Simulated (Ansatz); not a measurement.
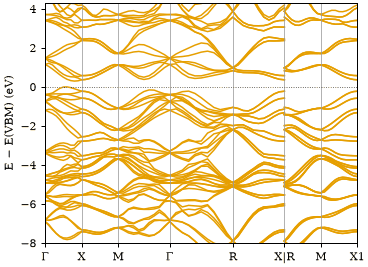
Fig. 1. Band structure from DFT-r²SCAN with spin–orbit coupling in the program Ansatz with PAW potentials

**Question.** Read off the gap and where the band edges lie.

**Answer.** About 0.3 eV (0.29 eV by a search for the band edges); maximum on the Γ–X line, 56 % of the way from Γ, minimum on the Γ–X line, 81 % of the way from Γ.

The material is SiOs in space group P2_13 (No. 198; Si on 4a, Os on 4a).

The first step of the workflow began from a Materials Project structure, measured or hypothetical; the Crystallography Open Database files this formula in space group No. 198, but the cells were not matched. Whether it is the stable phase at ambient conditions was not checked. Symmetry was held in the r²SCAN relaxation; its stability against distortions is not shown here. No spin polarisation was allowed.

Potentials: the later of the program's two PAW sets.
